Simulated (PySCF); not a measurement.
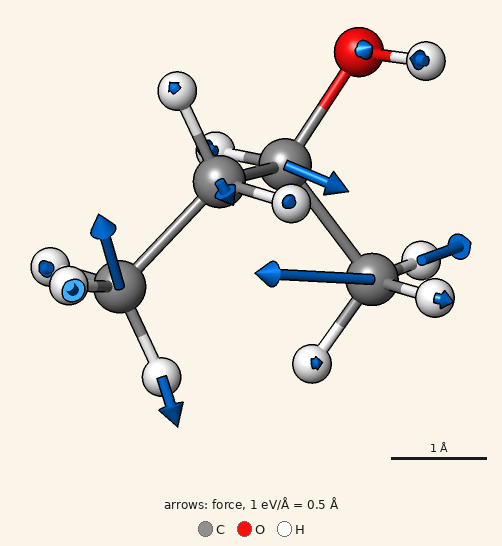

Starting geometry of C$_{4}$H$_{10}$O with the computed forces as blue arrows. A ball-and-stick model, seen at a tilt.

The start comes from GFN2-xTB. Its atoms were then displaced at random by about 0.01 Å.

These are results of PySCF, PBE0-D3(BJ)/def2-TZVP geometry optimisation, gas phase, not measurements. 

Question: What follows when this structure is relaxed?

Answer: It isn't relaxed: the largest force vector, on a C atom, is 3.12 eV/Å. The final displacements have little in common with the starting forces (cosine between the two patterns 0.29). After 7 geometry steps the energy has fallen by 0.153 eV. The largest moves after the best rigid fit, 0.087 Å, are those of H atoms. Largest moves by element: H 0.087 Å, O 0.069 Å, C 0.053 Å. Among the contacts that change: C–H 1.038 → 1.091 Å, C–C 1.562 → 1.517 Å, C–H 1.059 → 1.092 Å, C–H 1.115 → 1.092 Å. Bond angles that change, for instance: H–C–H 112.4° → 108.3°, C–C–H 108.5° → 111.8°, C–C–H 107.8° → 111.0°.
